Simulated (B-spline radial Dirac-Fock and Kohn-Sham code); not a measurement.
# Hf¹⁹⁺: core levels and X-ray properties

Aim: for Hf¹⁹⁺, compute its X-ray form factor and Compton profile and the binding energy of each subshell.

The numbers are computed with B-spline radial Dirac-Fock and Kohn-Sham code (version 2): a free atom or ion on a radial basis; each step names its model.

## (1) What is computed

Hafnium as Hf¹⁹⁺ in the configuration [Kr] 4d10 4f7.

```yaml
nuclear_charge: 72
electrons: 53
mass_number: 180
nuclear_rms_radius: 5.347 fm
```

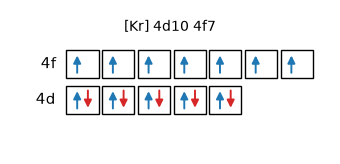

The shells outside the core; arrows follow Hund's rule for the drawing alone (heavy ions are jj-coupled), while the calculation averages over the configuration.

## (2) Form factor and Compton profile

Model: Dirac-Fock average of configuration, finite nucleus; form factor of the spherical density, Waller-Hartree incoherent function, impulse-approximation Compton profiles.

Settings, as recorded:

```ini
task = scatter
Z = 72
charge = 19
configuration = 1s2 2s2 2p6 3s2 3p6 3d10 4s2 4p6 4d10 4f7
mass_number = 180
rms_radius = 5.347  # fm
s = [0.0, 0.03, 0.04, 0.05, 0.06, 0.08, 0.1, 0.13, 0.16, 0.2, 0.26, 0.33, 0.41, 0.52, 0.66, 0.83, 1.05, 1.33, 1.67, 2.12, 2.67, 3.38, 4.27]  # 1/A
pz = [0, 0.1, 0.2, 0.3, 0.4, 0.5, 0.6, 0.8, 1.0, 1.2, 1.4, 1.6, 1.8, 2.0, 2.5, 3.0, 4.0, 5.0, 7.0, 10.0, 15.0, 20.0, 30.0, 40.0, 60.0, 100.0]  # a.u.
photon_energy = [5000, 17479.3, 20000, 30000, 50000, 100000, 500000, 1000000]  # eV
```

## (3) Hole states by ΔSCF

Model: Dirac-Fock average of configuration, Delta-SCF, finite nucleus, first-order Breit with its frequency dependence, self-energy and vacuum polarisation.

The run's settings:

```ini
task = binding
```

What does the calculation give? Wanted: rms radius of the electron cloud; form factor halves at; Compton profile at zero; deepest level listed, K; least bound, N6,7; Kα1.

The runs gave:

```
                             quantity         value
     rms radius of the electron cloud    0.388 bohr
                form factor halves at      0.93 1/Å
              Compton profile at zero  3.339 1/a.u.
         deepest level listed, K (1s)    65862.5 eV
               least bound, N6,7 (4f)      494.4 eV
                                  Kα1    55780.1 eV
ionisation energy, NIST (theoretical)    520.000 eV
```

**Reading.** f falls from 53 to half of that at s = 0.93 1/Å. Incoherent scattering outweighs coherent from 500 keV on, among the energies asked. For K (1s), relaxation takes off 73.0 eV, Breit terms shift it by -209.22 and QED by -109.41 eV. NIST's ionisation energy differs by +25.56 eV from the least binding energy, within its stated uncertainty. The Hartree-Fock and Dirac-Fock values hold no electron correlation.
